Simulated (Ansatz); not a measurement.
# Geometry relaxation, with input and output: BH2ClF2

The run: geometry relaxation of BH2ClF2. Method and program: RKS PBE0-D4/def2-SVP (Ansatz 0.2.0).

It belongs to a series of runs on one base structure; here: end point A relaxed.

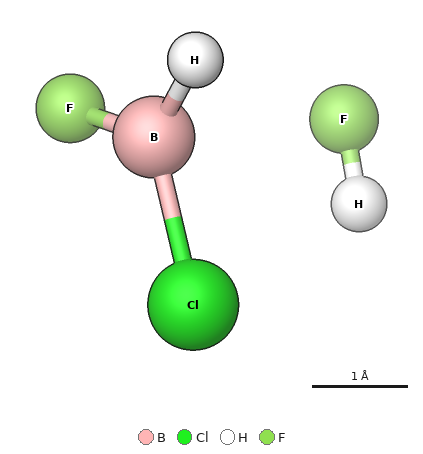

Fig. 1: The starting structure (ball-and-stick view, seen at a tilt). Bond lengths as drawn: B–Cl 1.83 Å, B–F 1.30 Å, B–H 1.20 Å and F–H 0.92 Å.

**Input file**
```yaml
crystal:
  periodic: [false, false, false]
  atoms:
    - { symbol: B, position_ang: [-0.013161, 0.280418, 0.071731] }
    - { symbol: Cl, position_ang: [-0.04153, 0.616369, 1.866916] }
    - { symbol: H, position_ang: [1.034909, 0.246047, -0.507961] }
    - { symbol: F, position_ang: [-1.156065, 0.22516, -0.549074] }
    - { symbol: F, position_ang: [0.089981, -2.173345, 0.622084] }
    - { symbol: H, position_ang: [0.093566, -1.923848, 1.512004] }
basis:
  gaussian: { orbitals: def2-SVP }
hamiltonian:
  xc: pbe0
  dispersion: d4
relax:
  f_tol: 0.03
  max_steps: 50
output:
  orbitals: {}
```

Run on 2 threads of Arm Neoverse V2, 24 GiB of memory available, shared host.

Launch command:
```bash
ansatz run input.yaml --threads 2 --pin off --max-ram 3072MiB --backend cpu --events-out ev --progress --plain --runs-dir out
```

**The program's output**
```
The last accepted step is kept in [file] (removed where the run ends without a failure and the disk answers)
Engine: ansatz 0.2.0, aarch64-unknown-linux-gnu
Functional definition: PBE0
  parameter a = 0.25
  parameter kappa = 0.804
  parameter beta = 0.06672455060314922
  exchange = (1 - a)*pbe_x(kappa = kappa, mu = beta*pi^2/3) + a*exact_x
  correlation = pbe_c(beta = beta)
726 factors; integrals over basis functions are off by at most 3.3e-4 eV
mean field evaluation 1: about -18646.9245 eV, gradient 3.4e1 eV
mean field evaluation 2: about -18645.5678 eV, gradient 4.7e1 eV
mean field evaluation 4: about -18648.7002 eV, gradient 1.5e0 eV
mean field evaluation 8: about -18648.7429 eV, gradient 5.2e-2 eV
mean field -18648.74286987 eV, -685.3286598959 hartree, gradient 3.8e-5 eV, S^2 0.000000; 0 other end points of the search recorded, 0 dependent functions left out
the calculation of the forces begins
reference -18648.74288882 eV, -685.3286605924 hartree; 21, 21 occupied and 49, 49 virtual orbitals, 726 factors
relax step   1: F+E_penalty+E_count = -18648.81283135 eV  Δ(F+E_penalty+E_count) = +0.000e0 eV  max|allowed force component| = 1.028e0 eV/Å  Δτ_max = 0.0000 Å  (24 SCF iters, accepted)
these checks for a lower state are left out or cut short: starts, cluster_reference, orbital_swaps, neighbouring_geometries, increment
726 factors; integrals over basis functions are off by at most 3.3e-4 eV
mean field evaluation 16: about -18648.7281 eV, gradient 1.0e-1 eV
mean field -18648.76993302 eV, -685.3296544481 hartree, gradient 1.4e-5 eV, S^2 0.000000; 0 other end points of the search recorded, 0 dependent functions left out
the calculation of the forces begins
reference -18648.76995167 eV, -685.3296551335 hartree; 21, 21 occupied and 49, 49 virtual orbitals, 726 factors
relax step   2: F+E_penalty+E_count = -18648.84115983 eV  Δ(F+E_penalty+E_count) = -2.833e-2 eV  max|allowed force component| = 4.819e-1 eV/Å  Δτ_max = 0.1655 Å  (29 SCF iters, accepted)
these checks for a lower state are left out or cut short: starts, cluster_reference, orbital_swaps, neighbouring_geometries, increment
726 factors; integrals over basis functions are off by at most 3.6e-4 eV
mean field -18648.73913668 eV, -685.3285227037 hartree, gradient 1.1e-5 eV, S^2 0.000000; 0 other end points of the search recorded, 0 dependent functions left out
the calculation of the forces begins
reference -18648.73915528 eV, -685.3285233871 hartree; 21, 21 occupied and 49, 49 virtual orbitals, 726 factors
relax step   3: F+E_penalty+E_count = -18648.81050698 eV  Δ(F+E_penalty+E_count) = +3.065e-2 eV  max|allowed force component| = 7.856e-1 eV/Å  Δτ_max = 0.0907 Å  (28 SCF iters, rejected (line search))
these checks for a lower state are left out or cut short: starts, cluster_reference, orbital_swaps, neighbouring_geometries, increment
726 factors; integrals over basis functions are off by at most 3.3e-4 eV
mean field evaluation 32: about -18648.7775 eV, gradient 8.6e-5 eV
mean field -18648.77747304 eV, -685.3299315388 hartree, gradient 1.2e-5 eV, S^2 0.000000; 0 other end points of the search recorded, 0 dependent functions left out
the calculation of the forces begins
reference -18648.77749167 eV, -685.3299322233 hartree; 21, 21 occupied and 49, 49 virtual orbitals, 726 factors
relax step   4: F+E_penalty+E_count = -18648.84894478 eV  Δ(F+E_penalty+E_count) = -7.785e-3 eV  max|allowed force component| = 2.980e-1 eV/Å  Δτ_max = 0.0433 Å  (29 SCF iters, accepted)
these checks for a lower state are left out or cut short: starts, cluster_reference, orbital_swaps, neighbouring_geometries, increment
726 factors; integrals over basis functions are off by at most 3.3e-4 eV
mean field -18648.78032920 eV, -685.3300365010 hartree, gradient 1.2e-5 eV, S^2 0.000000; 0 other end points of the search recorded, 0 dependent functions left out
the calculation of the forces begins
reference -18648.78034784 eV, -685.3300371858 hartree; 21, 21 occupied and 49, 49 virtual orbitals, 726 factors
relax step   5: F+E_penalty+E_count = -18648.85180580 eV  Δ(F+E_penalty+E_count) = -2.861e-3 eV  max|allowed force component| = 2.441e-1 eV/Å  Δτ_max = 0.0165 Å  (30 SCF iters, accepted)
these checks for a lower state are left out or cut short: starts, cluster_reference, orbital_swaps, neighbouring_geometries, increment
726 factors; integrals over basis functions are off by at most 3.3e-4 eV
mean field -18648.78279053 eV, -685.3301269531 hartree, gradient 1.2e-5 eV, S^2 0.000000; 0 other end points of the search recorded, 0 dependent functions left out
the calculation of the forces begins
reference -18648.78280919 eV, -685.3301276387 hartree; 21, 21 occupied and 49, 49 virtual orbitals, 726 factors
relax step   6: F+E_penalty+E_count = -18648.85429952 eV  Δ(F+E_penalty+E_count) = -2.494e-3 eV  max|allowed force component| = 2.138e-1 eV/Å  Δτ_max = 0.0330 Å  (29 SCF iters, accepted)
these checks for a lower state are left out or cut short: starts, cluster_reference, orbital_swaps, neighbouring_geometries, increment
726 factors; integrals over basis functions are off by at most 3.4e-4 eV
mean field -18648.78164599 eV, -685.3300848921 hartree, gradient 1.2e-5 eV, S^2 0.000000; 0 other end points of the search recorded, 0 dependent functions left out
the calculation of the forces begins
reference -18648.78166467 eV, -685.3300855784 hartree; 21, 21 occupied and 49, 49 virtual orbitals, 726 factors
relax step   7: F+E_penalty+E_count = -18648.85325907 eV  Δ(F+E_penalty+E_count) = +1.040e-3 eV  max|allowed force component| = 4.217e-1 eV/Å  Δτ_max = 0.0331 Å  (30 SCF iters, rejected (line search))
these checks for a lower state are left out or cut short: starts, cluster_reference, orbital_swaps, neighbouring_geometries, increment
726 factors; integrals over basis functions are off by at most 3.3e-4 eV
mean field -18648.78376388 eV, -685.3301627229 hartree, gradient 1.2e-5 eV, S^2 0.000000; 0 other end points of the search recorded, 0 dependent functions left out
the calculation of the forces begins
reference -18648.78378255 eV, -685.3301634090 hartree; 21, 21 occupied and 49, 49 virtual orbitals, 726 factors
relax step   8: F+E_penalty+E_count = -18648.85529636 eV  Δ(F+E_penalty+E_count) = -9.968e-4 eV  max|allowed force component| = 1.341e-2 eV/Å  Δτ_max = 0.0158 Å  (30 SCF iters, accepted)
726 factors; integrals over basis functions are off by at most 3.3e-4 eV
mean field evaluation 64: about -18648.7407 eV, gradient 2.3e-1 eV
```

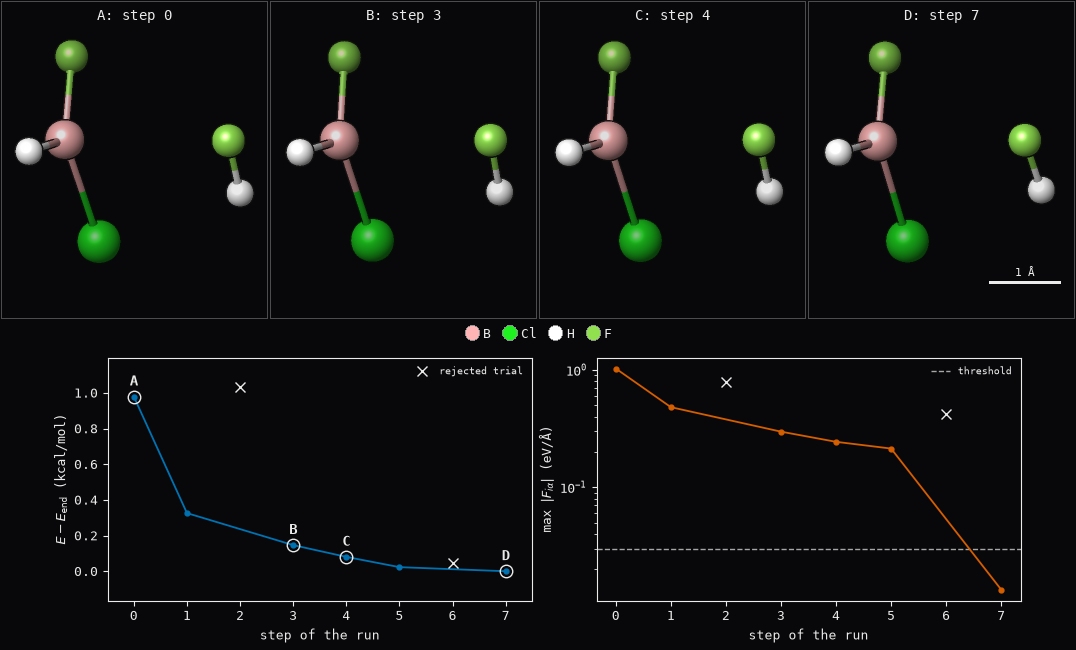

Fig. 2: Frames of the relaxation (ball-and-stick view, seen at a tilt) above the curves, on which the letters mark them (the first geometry is step 0 here and step 1 in the log).

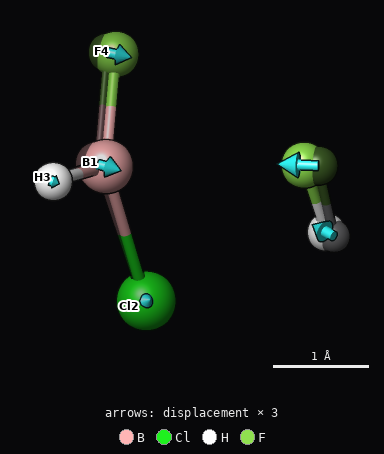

Fig. 3: Start (faint) and end (solid) with the displacements as teal arrows, magnified 3 times (ball-and-stick view, seen at a tilt). The two geometries are laid on each other by the best rigid fit. Over 7 geometry steps the energy falls by 0.98 kcal/mol. Largest force component: 1 eV/Å at the start, 0.013 eV/Å at the end. The line search rejected the trial steps at points 2, 6 (counted from 0) and went back. The largest move after the best rigid fit is that of F5, 0.15 Å. By element the largest moves are F 0.15 Å, H 0.11 Å, B 0.09 Å, Cl 0.05 Å. Among the contacts that change: B1–Cl2 1.827 → 1.781 Å, B1–F4 1.302 → 1.310 Å, F5–H6 0.924 → 0.929 Å. (Atoms are counted from 1 in the order of the input.)

```
mean field -18648.78376388 eV, -685.3301627229 hartree, gradient 1.2e-5 eV, S^2 0.000000; 1 other end points of the search recorded, 0 dependent functions left out
the calculation of the forces begins
reference -18648.78378255 eV, -685.3301634090 hartree; 21, 21 occupied and 49, 49 virtual orbitals, 726 factors
Total energy: -18648.85531503 eV, -685.3327921791 hartree
Atom 0 at    -0.000284     0.198898     0.112983 Å, force     0.013406    -0.000771     0.001488 eV/Å
Atom 1 at    -0.022241     0.577757     1.852910 Å, force    -0.002557     0.003181     0.010556 eV/Å
Atom 2 at     1.039053     0.213880    -0.485152 Å, force    -0.008900    -0.005272    -0.004459 eV/Å
Atom 3 at    -1.153627     0.144122    -0.506410 Å, force    -0.003654    -0.000147    -0.007882 eV/Å
Atom 4 at     0.103222    -2.030088     0.567660 Å, force     0.001035     0.011057     0.004614 eV/Å
Atom 5 at     0.041578    -1.833768     1.473709 Å, force     0.000670    -0.008048    -0.004316 eV/Å
Dipole moment:     0.108320    -0.093103     0.238996 e Å
```

**Trajectory as extended XYZ (Å, eV, eV/Å), 8 frames, from step=1 to step=8**
```
6
Properties=species:S:1:pos:R:3:forces:R:3 step=1 energy=-18648.81283
B    -0.0132    0.2804    0.0717    0.0873   0.0895   1.0282
Cl   -0.0415    0.6164    1.8669    0.0099  -0.2298  -1.0184
H     1.0349    0.2460   -0.5080    0.0115   0.0071   0.0171
F    -1.1561    0.2252   -0.5491   -0.0963  -0.0063  -0.0073
F     0.0900   -2.1733    0.6221   -0.0007   0.0559  -0.1508
H     0.0936   -1.9238    1.5120   -0.0117   0.0837   0.1312
6
Properties=species:S:1:pos:R:3:forces:R:3 step=2 energy=-18648.84116
B    -0.0088    0.2309    0.0914    0.1547  -0.1076   0.4819
Cl   -0.0260    0.5279    1.8680   -0.0163   0.0017  -0.4035
H     1.0364    0.2119   -0.4943   -0.0154   0.0689  -0.0158
F    -1.1583    0.1811   -0.5206   -0.1111   0.0364  -0.0566
F     0.1193   -2.1095    0.6019   -0.0455   0.1356   0.2127
H     0.0451   -1.7715    1.4692    0.0336  -0.1351  -0.2187
6
Properties=species:S:1:pos:R:3:forces:R:3 step=3 energy=-18648.81051 accepted=F
B    -0.0105    0.1425    0.1114   -0.0796   0.7856  -0.1329
Cl   -0.0425    0.5520    1.8514    0.0114  -0.2560   0.0042
H     1.0367    0.2201   -0.4736   -0.0401  -0.3284   0.0204
F    -1.1570    0.2127   -0.5267    0.1389  -0.3487   0.0835
F     0.0795   -2.0908    0.5862   -0.0075   0.3817   0.3960
H     0.1015   -1.7656    1.4671   -0.0231  -0.2342  -0.3711
6
Properties=species:S:1:pos:R:3:forces:R:3 step=4 energy=-18648.84895
B    -0.0057    0.1977    0.1004    0.0621   0.1181   0.1540
Cl   -0.0305    0.5329    1.8567    0.0015  -0.0160  -0.0857
H     1.0396    0.2208   -0.4871   -0.0235  -0.0578  -0.0122
F    -1.1557    0.1777   -0.5205   -0.0335  -0.0622  -0.0371
F     0.0919   -2.0783    0.5898   -0.0101   0.1611   0.2790
H     0.0682   -1.7801    1.4764    0.0035  -0.1433  -0.2980
6
Properties=species:S:1:pos:R:3:forces:R:3 step=5 energy=-18648.85181
B    -0.0033    0.2019    0.1038    0.0310   0.0573   0.1286
Cl   -0.0285    0.5490    1.8560    0.0038  -0.0144  -0.0757
H     1.0411    0.2213   -0.4853   -0.0212  -0.0345  -0.0144
F    -1.1544    0.1633   -0.5160   -0.0146  -0.0263  -0.0313
F     0.0877   -2.0684    0.5819    0.0022   0.1242   0.2368
H     0.0652   -1.7963    1.4753   -0.0011  -0.1064  -0.2441
6
Properties=species:S:1:pos:R:3:forces:R:3 step=6 energy=-18648.85430
B    -0.0002    0.2032    0.1106    0.0002  -0.0160   0.0338
Cl   -0.0218    0.5734    1.8533   -0.0038  -0.0024  -0.0089
H     1.0412    0.2186   -0.4836   -0.0177  -0.0041  -0.0194
F    -1.1540    0.1429   -0.5066    0.0153   0.0123  -0.0129
F     0.0973   -2.0447    0.5687   -0.0041   0.0774   0.2138
H     0.0454   -1.8225    1.4733    0.0101  -0.0671  -0.2064
6
Properties=species:S:1:pos:R:3:forces:R:3 step=7 energy=-18648.85326 accepted=F
B    -0.0010    0.1960    0.1113    0.0614  -0.0169   0.0050
Cl   -0.0232    0.5641    1.8534   -0.0004   0.0529   0.0335
H     1.0366    0.2105   -0.4907   -0.0067   0.0039   0.0154
F    -1.1533    0.1506   -0.5095   -0.0512  -0.0089  -0.0213
F     0.1100   -2.0147    0.5747    0.0250  -0.1132  -0.4217
H     0.0385   -1.8357    1.4766   -0.0281   0.0823   0.3891
6
Properties=species:S:1:pos:R:3:forces:R:3 step=8 energy=-18648.85530
B    -0.0003    0.1989    0.1130    0.0134  -0.0008   0.0015
Cl   -0.0222    0.5778    1.8529   -0.0026   0.0032   0.0106
H     1.0391    0.2139   -0.4852   -0.0089  -0.0053  -0.0045
F    -1.1536    0.1441   -0.5064   -0.0037  -0.0001  -0.0079
F     0.1032   -2.0301    0.5677    0.0010   0.0111   0.0046
H     0.0416   -1.8338    1.4737    0.0007  -0.0080  -0.0043
```

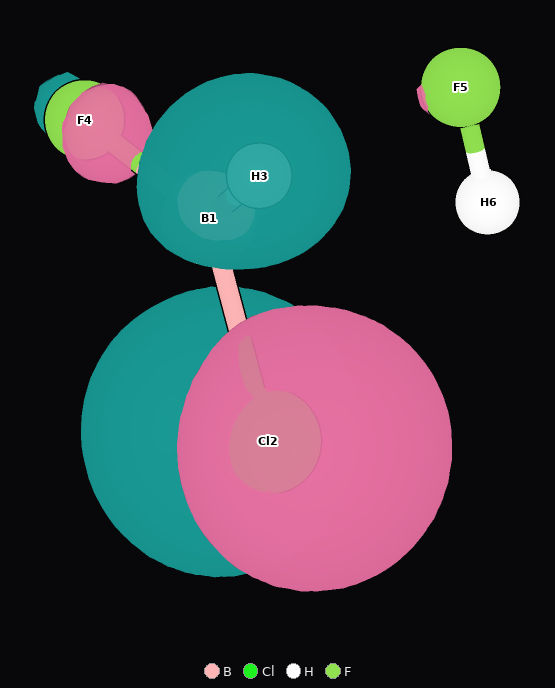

Fig. 4: The HOMO at ±0.15 Å⁻³ᐟ² (teal and pink are the two phases), seen at a tilt. Its energy is −9.29 eV.

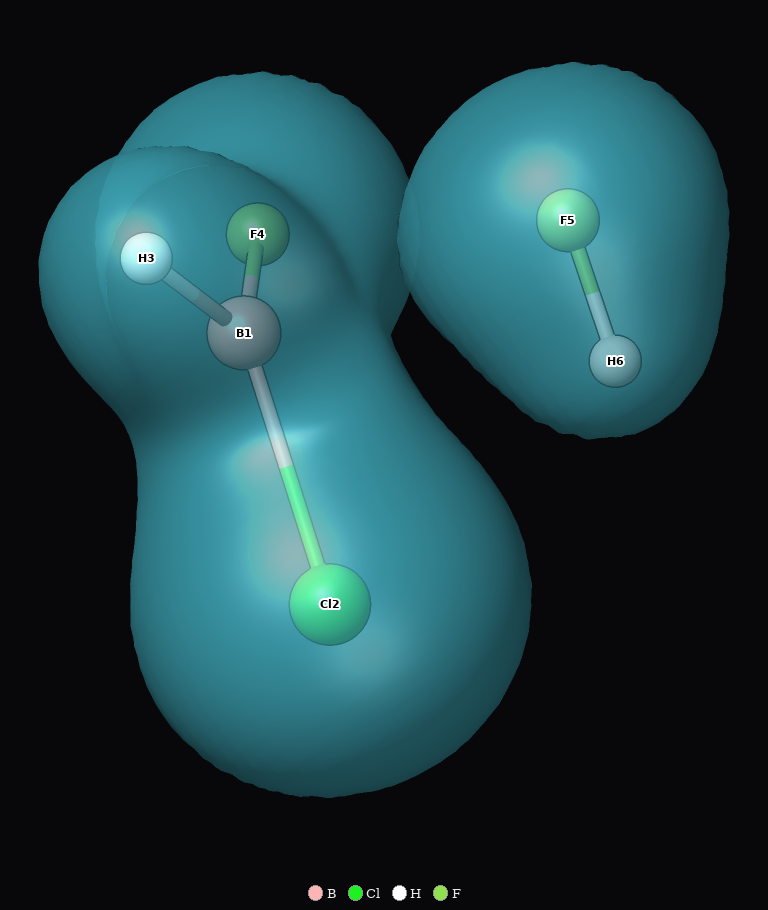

Fig. 5: Isosurface of the electron density at 0.2 e/Å³ (cyan), seen at a tilt. At this value the surface falls into two separate pieces. It is pinched off along the B···F (2.28 Å) contacts. On the grid the lowest density along these lines, outside the cores, is 0.17 e/Å³ (B···F, 2.28 Å), 1.6 e/Å³ (B–F, 1.31 Å), 0.94 e/Å³ (B–Cl, 1.78 Å) and 2.3 e/Å³ (F–H, 0.93 Å).

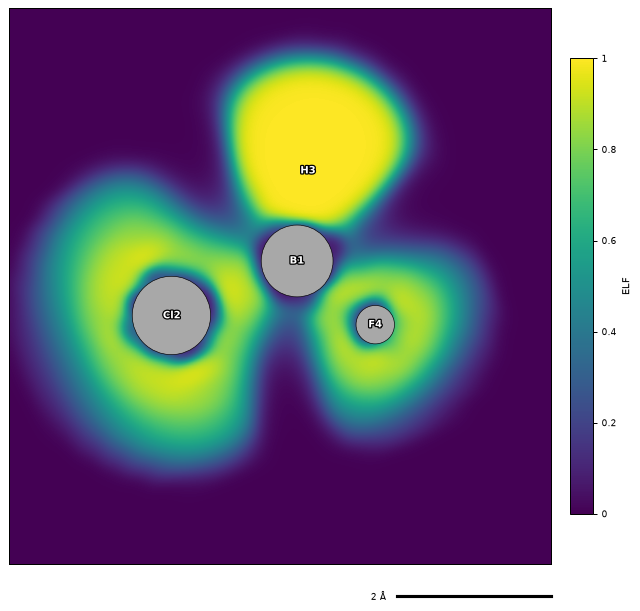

Fig. 6: Electron localisation function on the plane of atoms Cl2, B1 and F4. Grey discs, where drawn, cover atomic cores. Atoms in the plane: B, Cl, H and F. B–Cl (1.78 Å): the ELF peaks at about 0.90 between the atoms, which marks a polar covalent bond.

**Summary**

- outcome: converged
- total energy: −18648.8553 eV
- mean-field energy: −18648.7838 eV
- largest force (length of the vector) at the end: 0.014 eV/Å
- wall time: 11 s (CPU time 21 s)
- peak memory: 0.14 GiB
